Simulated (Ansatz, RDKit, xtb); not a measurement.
**Isomers of C2H11NO2Si2, a sample narrowed down**

Which of a sample of isomers of C2H11NO2Si2 is the most stable in the gas at 298.15 K, and what are its properties? The sample is small against all isomers, and the most stable one of this formula need not be in it.

The funnel: GFN2-xTB relaxations, single points with a density functional, relaxations at r2SCAN-D4/def2-SVP, harmonic vibrations (at GFN2-xTB), and a last energy at a higher level. All values are calculated.

## Step 1: Possible bonding patterns

Isomers were taken from a list of plausible structures; this is a sample, not all of them. That gives 3 candidates.

```csv
label,SMILES,spin
c645,CO[SiH](N[SiH3])OC,singlet
c844,CO[SiH2]N[SiH2]OC,singlet
c892,CO[SiH2]N([SiH3])OC,singlet
```

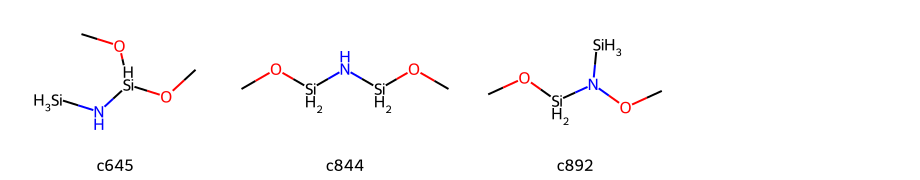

Structural formulas of the candidates.

Candidates are built by distance geometry, with a force field where one applies, in up to four conformers (letters a to d).

## Step 2: Cheap relaxation of all starts

All 12 starts are relaxed the same way. One of them, c645b (taken from a list of positional isomers, embedded by distance geometry and MMFF94), in full:

Input file start.xyz:

```xyz
18
c645b
C     -0.733883    -2.689171    -1.971447
C      2.113850    -0.217219    -1.134320
N     -0.517917     0.318717     0.661285
O     -0.861311    -1.431819    -1.285155
O      1.597539    -1.159663    -0.190736
Si    -0.036676    -1.148762     0.128297
Si    -0.284489     0.409361     2.341631
H     -1.333079    -2.596208    -2.863362
H      0.296258    -2.829854    -2.272736
H     -1.100992    -3.506812    -1.344291
H     -0.379646    -2.235033     1.044465
H     -1.475724     0.415941     0.441487
H      1.067566     0.279059     2.713017
H     -1.206726    -0.534597     3.004371
H     -0.784436     1.818560     2.715549
H      1.965767     0.790982    -0.813799
H      3.204278    -0.374171    -1.190486
H      1.672064    -0.424512    -2.109252
```

Run with:

```
$ xtb start.xyz --gfn 2 --opt
```

The log of the run (excerpt; [...] marks lines left out):

```text
* xtb version 6.7.1
[...]
          :  # basis functions                  51          :
[...]
          :  # electrons                        44          :
[...]
          :  Hamiltonian                  GFN2-xTB          :
[...]
          :  net charge                          0          :
          :  unpaired electrons                  0          :
[...]
   *** convergence criteria satisfied after 13 iterations ***
[...]
   *** GEOMETRY OPTIMIZATION CONVERGED AFTER 24 ITERATIONS ***
[...]
   *** convergence criteria satisfied after 3 iterations ***
[...]
         ::                     SUMMARY                     ::
         :::::::::::::::::::::::::::::::::::::::::::::::::::::
         :: total energy             -24.541356456921 Eh    ::
         :: gradient norm              0.000681695523 Eh/a0 ::
         :: HOMO-LUMO gap              5.462883410558 eV    ::
         ::.................................................::
         :: SCC energy               -24.772117956300 Eh    ::
         :: -> isotropic ES            0.079865733113 Eh    ::
         :: -> anisotropic ES          0.004255867838 Eh    ::
         :: -> anisotropic XC          0.000330329008 Eh    ::
         :: -> dispersion             -0.012973102518 Eh    ::
         :: repulsion energy           0.230761499379 Eh    ::
         :: add. restraining           0.000000000000 Eh    ::
         :: total charge              -0.000000000000 e     ::
         :::::::::::::::::::::::::::::::::::::::::::::::::::::
[...]
        22        2.0000           -0.3770720             -10.2607 (HOMO)
        23                         -0.1763148              -4.7978 (LUMO)
[...]
     #   Z          covCN         q      C6AA      α(0)
     1   6 C        3.703     0.043    20.000     6.394
     2   6 C        3.679     0.042    20.079     6.418
     3   7 N        2.501    -0.446    31.727     8.365
     4   8 O        1.621    -0.371    20.310     6.083
     5   8 O        1.621    -0.372    20.326     6.085
     6  14 Si       3.541     0.614    96.476    18.932
     7  14 Si       3.700     0.481    97.638    18.924
     8   1 H        0.924     0.051     2.313     2.378
     9   1 H        0.924     0.028     2.619     2.531
    10   1 H        0.924     0.034     2.536     2.490
    11   1 H        0.921    -0.076     4.801     3.427
    12   1 H        0.862     0.163     1.314     1.796
    13   1 H        0.919    -0.108     5.840     3.780
    14   1 H        0.917    -0.105     5.743     3.748
[...]
     #   Z sym  total        # sym  WBO       # sym  WBO       # sym  WBO
 ---------------------------------------------------------------------------
     1   6 C    3.946 --     4 O    1.002     9 H    0.989    10 H    0.983
                             8 H    0.981
     2   6 C    3.945 --     5 O    0.988    18 H    0.984    16 H    0.983
                            17 H    0.982
     3   7 N    3.284 --     7 Si   1.062     6 Si   1.054    12 H    0.960
     4   8 O    2.249 --     6 Si   1.094     1 C    1.002
     5   8 O    2.253 --     6 Si   1.115     2 C    0.988
     6  14 Si   4.134 --     5 O    1.115     4 O    1.094     3 N    1.054
                            11 H    0.865
     7  14 Si   3.745 --     3 N    1.062    13 H    0.897    15 H    0.891
                            14 H    0.890
     8   1 H    0.997 --     1 C    0.981
     9   1 H    0.999 --     1 C    0.989
[...]
molecular dipole:
                 x           y           z       tot (Debye)
 q only:        0.010       0.116      -0.079
   full:       -0.032      -0.011      -0.466       1.186
molecular quadrupole (traceless):
[...]
          | TOTAL ENERGY              -24.541356456921 Eh   |
          | GRADIENT NORM               0.000681695523 Eh/α |
          | HOMO-LUMO GAP               5.462883410558 eV   |
           -------------------------------------------------
[...]
```

Wall time 0.24 s (2 threads of Intel Xeon at 2.70GHz, shared host).

## Step 3: The minima found

12 of the 12 relaxations converged; the search merged 1 into others by its test of bonds and energy. 11 distinct structures remain:

```csv
label,start,SMILES after,spin,energy (kcal/mol)
c844c,drawn,CO[SiH2]N[SiH2]OC,singlet,0.0
c844d,drawn,CO[SiH2]N[SiH2]OC,singlet,1.5
c844b,drawn,CO[SiH2]N[SiH2]OC,singlet,2.1
c844a,drawn,CO[SiH2]N[SiH2]OC,singlet,2.6
c645b,drawn,CO[SiH](N[SiH3])OC,singlet,4.6
c645a,drawn,CO[SiH](N[SiH3])OC,singlet,4.7
c645c,drawn,CO[SiH](N[SiH3])OC,singlet,5.8
c892c,drawn,CO[SiH2]N([SiH3])OC,singlet,62.0
c892b,drawn,CO[SiH2]N([SiH3])OC,singlet,62.2
c892d,drawn,CO[SiH2]N([SiH3])OC,singlet,62.3
c892a,drawn,CO[SiH2]N([SiH3])OC,singlet,62.7
```

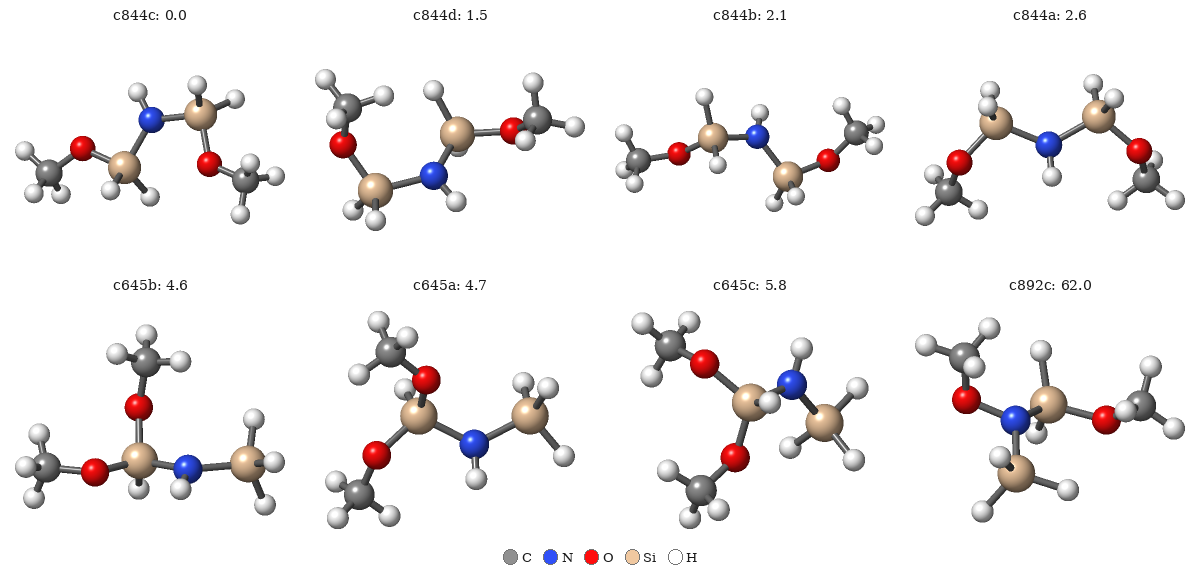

The 8 lowest minima that did not fall apart, with their GFN2-xTB energies in kcal/mol.

## Step 4: Screening with a density functional

A choice of the minima (the low ones first, few conformers of a pattern, up to a cap) and the lowest that fell apart get a single point at r2SCAN-D4/def2-SVP on the tight-binding geometry, and one at HF/STO-3G for comparison. Some singlets are also tried as triplets at the same geometry (label ending in t). Within 40 kcal/mol but not screened, among others: c844b, c844a, c645c. The first, c844c:

Input file input.yaml:

```yaml
crystal:
  periodic: [false, false, false]
  atoms:
    - {symbol: C, position_ang: [-2.665024, -1.073762, 3.022653]}
    - {symbol: C, position_ang: [1.984075, 0.919351, -1.896226]}
    - {symbol: N, position_ang: [0.467436, 0.945356, 1.732713]}
    - {symbol: O, position_ang: [-1.611920, -0.412333, 2.395131]}
    - {symbol: O, position_ang: [1.595958, 1.066105, -0.570290]}
    - {symbol: Si, position_ang: [-0.507195, 0.548311, 3.085461]}
    - {symbol: Si, position_ang: [0.351230, 0.298192, 0.143943]}
    - {symbol: H, position_ang: [-3.318894, -0.369405, 3.543215]}
    - {symbol: H, position_ang: [-3.239356, -1.596217, 2.256600]}
    - {symbol: H, position_ang: [-2.293167, -1.800154, 3.749889]}
    - {symbol: H, position_ang: [-1.125461, 1.744787, 3.669522]}
    - {symbol: H, position_ang: [0.244405, -0.172399, 4.121863]}
    - {symbol: H, position_ang: [1.200585, 1.612238, 1.896299]}
    - {symbol: H, position_ang: [0.551902, -1.154643, 0.116589]}
    - {symbol: H, position_ang: [-0.912101, 0.644882, -0.514857]}
    - {symbol: H, position_ang: [2.796510, 1.619760, -2.095076]}
    - {symbol: H, position_ang: [2.333246, -0.098537, -2.088872]}
    - {symbol: H, position_ang: [1.153814, 1.130934, -2.574804]}
basis:
  gaussian: {orbitals: def2-SVP}
output: {orbitals: {seedname: orbitals}}
scf: {lower_state_search: "off"}
total_charge: 0
hamiltonian: {xc: {name: r2SCAN}, dispersion: d4}
```

Run with:

```
$ ansatz run input.yaml --threads 2 --pin off --max-ram 5220MiB --events-out events.jsonl --progress --plain --runs-dir runs
```

The log of the run (excerpt; [...] marks lines left out):

```text
Warning: RAYON_NUM_THREADS=2 ignored (pool sized by the plan → 2); use --threads N
Functional definition: r2SCAN
  name "r2SCAN"
[...]
1804 factors; their error is unknown
[...]
mean field -23578.62776192 eV, -866.4985880827 hartree, gradient 4.4e-6 eV, S^2 0.000000; 0 other end points of the search recorded, 0 dependent functions left out
reference -23578.62777638 eV, -866.4985886140 hartree; 37, 37 occupied and 124, 124 virtual orbitals, 1804 factors
Total energy: -23578.73807709 eV, -866.5026420905 hartree
Checks for a lower state left out: stability, starts, cluster_reference, orbital_swaps, neighbouring_geometries, increment
```

Wall time 2.5 s (2 threads of Intel Xeon at 2.70GHz, shared host); peak memory 0.22 GiB.

Relative energies in kcal/mol, each column from its lowest structure that stays in one piece:

```csv
label,SMILES,spin,GFN2-xTB,HF/STO-3G,r2SCAN-D4/def2-SVP
c645b,CO[SiH](N[SiH3])OC,singlet,4.6,0.0,0.0
c645a,CO[SiH](N[SiH3])OC,singlet,4.7,0.6,1.3
c844c,CO[SiH2]N[SiH2]OC,singlet,0.0,4.1,6.1
c844d,CO[SiH2]N[SiH2]OC,singlet,1.5,7.2,6.4
c645bt,CO[SiH](N[SiH3])OC,triplet,–,–,142.3
c844ct,CO[SiH2]N[SiH2]OC,triplet,–,–,147.9
```

## Step 5: Refinement at r2SCAN-D4/def2-SVP

3 candidates are relaxed at r2SCAN-D4/def2-SVP (chosen among the lowest in one piece, one conformer a pattern, with other spins of them). The first, c645b:

Input file input.yaml:

```yaml
crystal:
  periodic: [false, false, false]
  atoms:
    - {symbol: C, position_ang: [-0.881025, -2.617594, -2.192665]}
    - {symbol: C, position_ang: [2.174226, -0.252501, -0.833235]}
    - {symbol: "N", position_ang: [-0.768330, -0.077064, 0.821193]}
    - {symbol: O, position_ang: [-1.045831, -1.664651, -1.185518]}
    - {symbol: O, position_ang: [1.505835, -1.320595, -0.220808]}
    - {symbol: Si, position_ang: [-0.074839, -1.483698, 0.109969]}
    - {symbol: Si, position_ang: [-0.244954, 0.680541, 2.281217]}
    - {symbol: H, position_ang: [-1.472532, -2.305372, -3.054597]}
    - {symbol: H, position_ang: [0.167233, -2.709367, -2.484845]}
    - {symbol: H, position_ang: [-1.231507, -3.594281, -1.850656]}
    - {symbol: H, position_ang: [0.020092, -2.672074, 0.943307]}
    - {symbol: H, position_ang: [-1.711341, 0.121421, 0.530283]}
    - {symbol: H, position_ang: [1.211242, 0.794676, 2.229310]}
    - {symbol: H, position_ang: [-0.629575, -0.084758, 3.473868]}
    - {symbol: H, position_ang: [-0.890700, 1.995507, 2.285126]}
    - {symbol: H, position_ang: [1.960791, 0.682356, -0.310957]}
    - {symbol: H, position_ang: [3.244459, -0.460180, -0.788556]}
    - {symbol: H, position_ang: [1.869197, -0.147569, -1.877918]}
basis:
  gaussian: {orbitals: def2-SVP}
magnetization: {spin_polarized: false}
relax: {f_tol: 0.006}
scf: {lower_state_search: off}
hamiltonian: {xc: {name: r2SCAN}, dispersion: d4}
```

Run with:

```
$ ansatz run input.yaml --threads 2 --pin off --max-ram 5220MiB --events-out events.jsonl --progress --plain --runs-dir runs
```

The log of the run (excerpt; [...] marks lines left out):

```text
Warning: RAYON_NUM_THREADS=2 ignored (pool sized by the plan → 2); use --threads N
[...]
Functional definition: r2SCAN
  name "r2SCAN"
[...]
1804 factors; their error is unknown
[...]
mean field -23578.88426413 eV, -866.5080143652 hartree, gradient 3.7e-6 eV, S^2 0.000000; 0 other end points of the search recorded, 0 dependent functions left out
[...]
reference -23578.88427793 eV, -866.5080148722 hartree; 37, 37 occupied and 124, 124 virtual orbitals, 1804 factors
relax step   1: F+E_penalty+E_count = -23579.00442272 eV  Δ(F+E_penalty+E_count) = +0.000e0 eV  max|allowed force component| = 8.065e-1 eV/Å  Δτ_max = 0.0000 Å  (18 SCF iters, accepted)
[...]
relax step   7: F+E_penalty+E_count = -23579.19820932 eV  Δ(F+E_penalty+E_count) = -3.569e-3 eV  max|allowed force component| = 7.992e-2 eV/Å  Δτ_max = 0.1008 Å  (19 SCF iters, accepted)
[...]
Atom 9 at    -1.040094    -3.695484    -1.783626 Å, force    -0.000153     0.001269    -0.000159 eV/Å
Atom 10 at     0.029105    -2.770159     0.901560 Å, force     0.000193     0.000444    -0.000149 eV/Å
Atom 11 at    -1.580939     0.185618     0.482649 Å, force     0.000271     0.000695     0.001194 eV/Å
Atom 12 at     0.983895    -0.151330     2.878768 Å, force    -0.000532    -0.001321     0.001019 eV/Å
Atom 13 at    -1.265271     0.588557     3.457573 Å, force     0.000755     0.002588    -0.001801 eV/Å
Atom 14 at     0.178808     2.034303     2.178950 Å, force    -0.003741     0.000181     0.001848 eV/Å
Atom 15 at     1.530736     0.828596    -0.559026 Å, force     0.001626    -0.002619    -0.001199 eV/Å
Atom 16 at     3.098091    -0.000988    -0.805614 Å, force    -0.003408     0.000110    -0.000451 eV/Å
Atom 17 at     1.809052    -0.139725    -2.037022 Å, force     0.000829     0.000105     0.004106 eV/Å
Dipole moment:    -0.090207     0.089004    -0.291606 e Å
Checks for a lower state left out: stability, starts, cluster_reference, orbital_swaps, neighbouring_geometries, increment
```

Wall time 100 s (2 threads of Intel Xeon at 2.70GHz, shared host); peak memory 0.24 GiB.

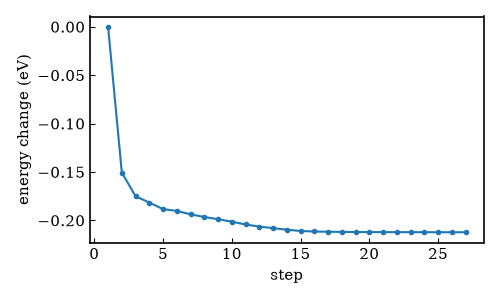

Energy along the run, all evaluated steps.

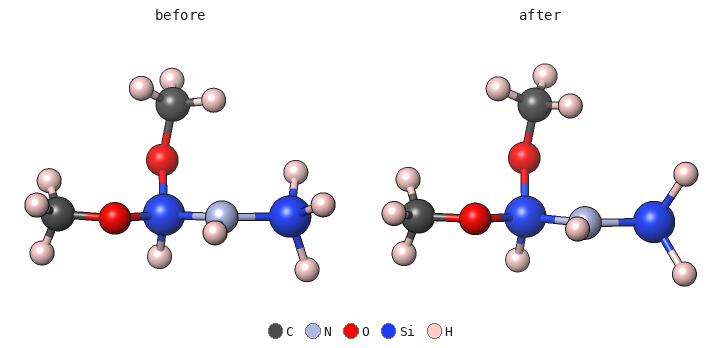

Before and after, at one scale.

After the run. Some bond lengths: C1–O4 1.411 Å, C2–O5 1.412 Å, N3–Si6 1.726 Å, O4–Si6 1.662 Å, O5–Si6 1.659 Å, N3–Si7 1.741 Å, C1–H8 1.101 Å, C1–H9 1.106 Å, C1–H10 1.106 Å, Si6–H11 1.483 Å, N3–H12 1.019 Å, Si7–H13 1.492 Å, Si7–H14 1.496 Å, Si7–H15 1.497 Å, C2–H16 1.106 Å, C2–H17 1.101 Å. Some angles: C1–O4–Si6 123.2°, C2–O5–Si6 123.8°, N3–Si6–O4 102.8°, N3–Si6–O5 112.1°, O4–Si6–O5 112.4°, Si6–N3–Si7 128.5°, O4–C1–H8 108.6°, O4–C1–H9 111.9°, O4–C1–H10 111.7°, O5–C2–H16 111.9°.

## Step 6: Ranking at r2SCAN-D4/def2-SVP

```csv
label,spin,r2SCAN-D4/def2-SVP (kcal/mol),"r2SCAN-D4/def2-SVP, relaxed (kcal/mol)",time,note
c645b,singlet,0.0,0.0,100 s,
c844c,singlet,6.1,4.7,2.1 min,
c645bt,triplet,142.3,89.3,6.7 min,fell apart (CO[SiH](N[SiH2])OC.[H])
```

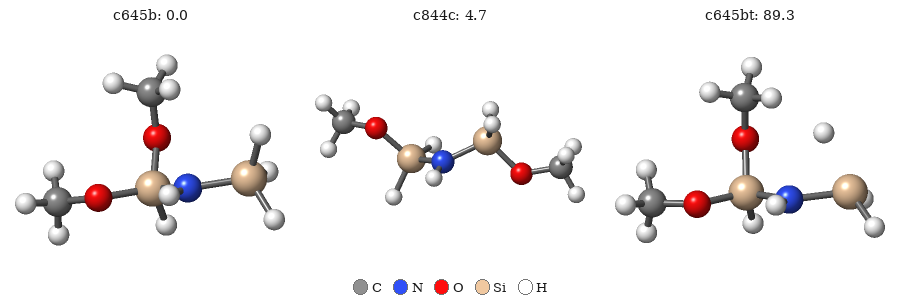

The relaxed structures, with energies at r2SCAN-D4/def2-SVP in kcal/mol.

## Step 7: Harmonic analysis of the finalists

The lowest few go on as finalists (c645bt drops out). In this search the thermal terms come from GFN2-xTB at its own nearest minimum. The first, c645b:

Input file start.xyz:

```xyz
18
c645b
C     -0.820991    -2.692112    -2.193969
C      2.010085    -0.087303    -0.951491
N     -0.735936    -0.167653     0.930245
O     -1.003755    -1.680610    -1.227023
O      1.553373    -1.246458    -0.286333
Si    -0.033838    -1.516001     0.112791
Si    -0.208916     0.605013     2.398682
H     -1.511788    -2.507653    -3.031153
H      0.210822    -2.701816    -2.591443
H     -1.040094    -3.695484    -1.783626
H      0.029105    -2.770159     0.901560
H     -1.580939     0.185618     0.482649
H      0.983895    -0.151330     2.878768
H     -1.265271     0.588557     3.457573
H      0.178808     2.034303     2.178950
H      1.530736     0.828596    -0.559026
H      3.098091    -0.000988    -0.805614
H      1.809052    -0.139725    -2.037022
```

Run with:

```
$ xtb start.xyz --gfn 2 --ohess tight
```

The log of the run (excerpt; [...] marks lines left out):

```text
* xtb version 6.7.1
[...]
          :  # basis functions                  51          :
[...]
          :  # electrons                        44          :
[...]
          :  Hamiltonian                  GFN2-xTB          :
[...]
          :  net charge                          0          :
          :  unpaired electrons                  0          :
[...]
   *** convergence criteria satisfied after 13 iterations ***
[...]
   *** GEOMETRY OPTIMIZATION CONVERGED AFTER 31 ITERATIONS ***
[...]
   *** convergence criteria satisfied after 3 iterations ***
[...]
         ::                     SUMMARY                     ::
         :::::::::::::::::::::::::::::::::::::::::::::::::::::
         :: total energy             -24.541236802395 Eh    ::
         :: gradient norm              0.000227778529 Eh/a0 ::
         :: HOMO-LUMO gap              5.341362622233 eV    ::
         ::.................................................::
         :: SCC energy               -24.772387690547 Eh    ::
         :: -> isotropic ES            0.079645627819 Eh    ::
         :: -> anisotropic ES          0.004324644523 Eh    ::
         :: -> anisotropic XC          0.000699548526 Eh    ::
         :: -> dispersion             -0.013042918433 Eh    ::
         :: repulsion energy           0.231150888152 Eh    ::
         :: add. restraining           0.000000000000 Eh    ::
         :: total charge               0.000000000000 e     ::
         :::::::::::::::::::::::::::::::::::::::::::::::::::::
[...]
        22        2.0000           -0.3749731             -10.2035 (HOMO)
        23                         -0.1786818              -4.8622 (LUMO)
[...]
molecular dipole:
                 x           y           z       tot (Debye)
 q only:        0.039       0.151      -0.104
   full:       -0.024       0.112      -0.501       1.306
molecular quadrupole (traceless):
[...]
          | TOTAL ENERGY              -24.541236802401 Eh   |
          | TOTAL ENTHALPY            -24.396991036590 Eh   |
          | TOTAL FREE ENERGY         -24.449203484690 Eh   |
          | GRADIENT NORM               0.000227809197 Eh/α |
[...]
```

Run time: 0.83 s. Hardware: 2 threads of Intel Xeon at 2.70GHz, shared host.

## Step 8: Zero-point energy and free-energy terms

As xtb prints them, at 298.15 K, with its own treatment of low modes:

```csv
label,SMILES,spin,lowest mode (cm⁻¹),zero-point (kcal/mol),G − E (kcal/mol)
c645b,CO[SiH](N[SiH3])OC,singlet,47,82.1,57.8
c844c,CO[SiH2]N[SiH2]OC,singlet,32,82.3,58.0
```

## Step 9: Energies at the top level

Single points at CCSD(T)/def2-SVP + MP2/def2-TZVPP - MP2/def2-SVP on the refined geometries decide the order.

c645b, CCSD(T)/def2-SVP:

Input file input.yaml:

```yaml
crystal:
  periodic: [false, false, false]
  atoms:
    - {symbol: C, position_ang: [-0.820991, -2.692112, -2.193969]}
    - {symbol: C, position_ang: [2.010085, -0.087303, -0.951491]}
    - {symbol: N, position_ang: [-0.735936, -0.167653, 0.930245]}
    - {symbol: O, position_ang: [-1.003755, -1.680610, -1.227023]}
    - {symbol: O, position_ang: [1.553373, -1.246458, -0.286333]}
    - {symbol: Si, position_ang: [-0.033838, -1.516001, 0.112791]}
    - {symbol: Si, position_ang: [-0.208916, 0.605013, 2.398682]}
    - {symbol: H, position_ang: [-1.511788, -2.507653, -3.031153]}
    - {symbol: H, position_ang: [0.210822, -2.701816, -2.591443]}
    - {symbol: H, position_ang: [-1.040094, -3.695484, -1.783626]}
    - {symbol: H, position_ang: [0.029105, -2.770159, 0.901560]}
    - {symbol: H, position_ang: [-1.580939, 0.185618, 0.482649]}
    - {symbol: H, position_ang: [0.983895, -0.151330, 2.878768]}
    - {symbol: H, position_ang: [-1.265271, 0.588557, 3.457573]}
    - {symbol: H, position_ang: [0.178808, 2.034303, 2.178950]}
    - {symbol: H, position_ang: [1.530736, 0.828596, -0.559026]}
    - {symbol: H, position_ang: [3.098091, -0.000988, -0.805614]}
    - {symbol: H, position_ang: [1.809052, -0.139725, -2.037022]}
basis:
  gaussian:
    orbitals: def2-SVP
correlation:
  method: ccsd_t
  frozen_orbitals: {H: 0, O: 1, C: 1, Si: 5, "N": 1}
```

Run with:

```
$ ansatz run input.yaml --threads 2 --pin off --max-ram 5220MiB --events-out events.jsonl --progress --plain --runs-dir runs
```

The log of the run (excerpt; [...] marks lines left out):

```text
Warning: RAYON_NUM_THREADS=2 ignored (pool sized by the plan → 2); use --threads N
Functional definition: HF
  name "HF"
[...]
1593 factors; integrals over basis functions are off by at most 1.5e-3 eV
[...]
mean field -23508.10048503 eV, -863.9067584621 hartree, gradient 1.5e-6 eV, S^2 0.000000; 0 other end points of the search recorded, 0 dependent functions left out
15 core orbitals not correlated: weight in the atoms' cores, before any rotation towards them, 1.000 or more for the frozen orbitals, at most 0.000 for the correlated occupied ones
reference -23508.10048503 eV, -863.9067584621 hartree; 22, 22 occupied and 124, 124 virtual orbitals, 1593 factors
second order -27.60157468 eV of doubles, -0.00000000 eV of singles
cycle   1  -28.77645909 eV  change    -1.2e0 eV  update   1.2e-1
[...]
cycle   9  -29.72500036 eV  change   -6.9e-6 eV  update   1.6e-5
perturbative correction -0.74968948 eV, -0.0275505804 hartree
Total energy: -23538.57517487 eV, -865.0266826573 hartree
```

Run time: 60 s. Hardware: 2 threads of Intel Xeon at 2.70GHz, shared host; peak memory 1.6 GiB.

[end of part 1 of 2]
